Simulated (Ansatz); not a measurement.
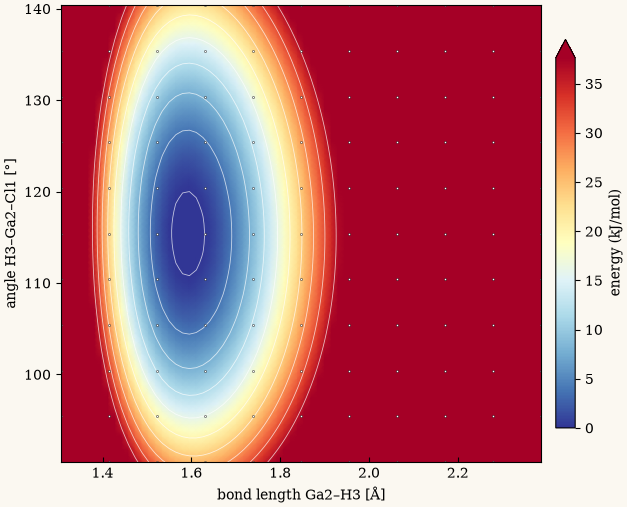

ClGaH, SMILES [Cl][GaH], spin multiplicity 2. 
- Coordinates scanned: (1) bond length Ga2–H3; (2) angle H3–Ga2–Cl1.
- Nothing is relaxed (all other coordinates rigid).
- The grid has 11 × 11 points.
- All energies are given in kJ/mol relative to the lowest grid point.
- The calculation used UKS r2SCAN0-D4/def2-TZVP (Ansatz).

Drawn: a smooth colour map with a few white contour lines, dots at the grid points, one colour for all values above the top of the scale. Between grid points the surface is interpolated.

Question: Estimate the position of the minimum and the force constants in these coordinates.

Answer: The interpolated minimum is at bond length Ga2–H3 ≈ 1.592 Å, angle H3–Ga2–Cl1 ≈ 115.4°. The curvatures there are about 12 eV/Å² and 2.6 eV/rad², with a cross term of about 0 eV/(Å·rad). Round the minimum the two coordinates are nearly uncoupled. (1 eV is 96.5 kJ/mol.)
